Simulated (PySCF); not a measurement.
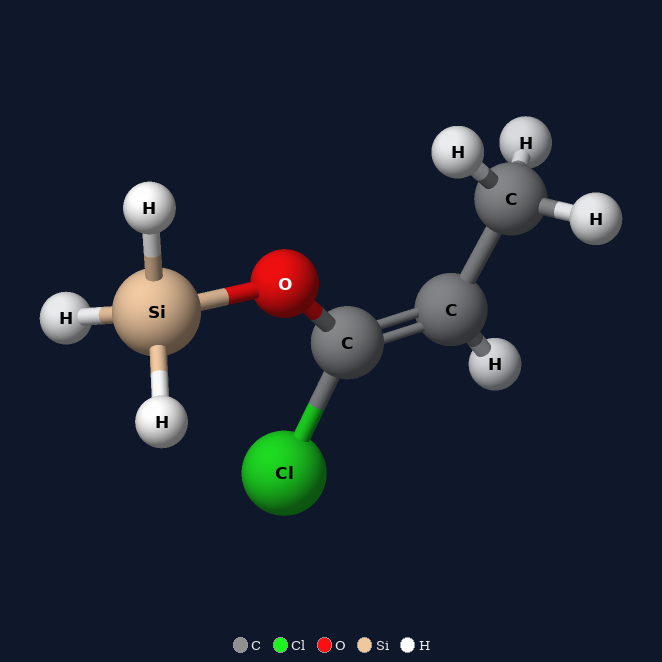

The computed structure is the end point of a GFN2-xTB optimisation. No frequency run is at hand to confirm it as a minimum. Level of theory: PBE0/pcSseg-1, gas phase (PySCF 2.14.0).

What does the calculation give?

The species is C3H7ClOSi (`C/C=C(/Cl)O[SiH3]`).
- dipole moment: 0.85 D
- HOMO energy (Kohn–Sham orbital): −6.57 eV
- LUMO energy (Kohn–Sham orbital): 0.13 eV
- HOMO–LUMO gap: 6.71 eV

The geometry is semi-empirical. Around Si such bond lengths and angles can be off by a tenth of an ångström or more and by several degrees, and values that hang on the shape move with them.
